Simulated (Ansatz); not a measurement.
Consider CH₃BClISi (SMILES ClB/C=[SiH]/I).

```yaml
atoms:
  - { symbol: C, position_ang: [2.2690, -0.7690, 1.2019] }
  - { symbol: B, position_ang: [2.6778, -1.9760, 0.3878] }
  - { symbol: Cl, position_ang: [2.3263, -3.6277, 0.9350] }
  - { symbol: I, position_ang: [2.2113, 2.9122, 1.5074] }
  - { symbol: Si, position_ang: [2.6921, 0.7510, 0.5120] }
  - { symbol: H, position_ang: [3.2582, -1.8779, -0.6657] }
  - { symbol: H, position_ang: [1.7430, -0.8372, 2.1581] }
  - { symbol: H, position_ang: [3.4018, 0.9047, -0.7760] }
```

Geometry: B3LYP-D3(BJ)/def2-SVP; core potentials replace the inner electrons of I.

Method: isolated molecule in a Gaussian basis; Kohn-Sham density functional theory, functional PBE0 in Ansatz 0.2.0.

Q: What can the converged electron density and electron localisation function tell about the bonding?

A: C–B (1.51 Å): the density is about 1.5 e/Å³ at the midpoint; the ELF peaks at about 0.95 between the atoms; localised, covalent bonding.
C–Si (1.72 Å): ρ at the midpoint is about 1.2 e/Å³; the ELF peaks at about 0.90 between the atoms; a covalent bond.
B–Cl (1.78 Å): ρ is about 1.3 e/Å³ halfway; the ELF peaks at about 0.90 between the atoms: a polar covalent bond.
Si–I (2.43 Å): ρ is about 0.65 e/Å³ halfway, with its minimum of 0.56 e/Å³ about 0.8 Å from Si; the ELF peaks at about 0.85 between the atoms: a shared electron pair.

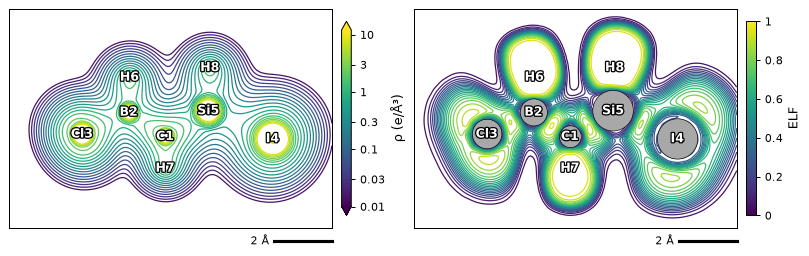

Computed electron density and electron localisation function on the molecular plane, in this order. Grey discs cover the atomic cores in the ELF map. 
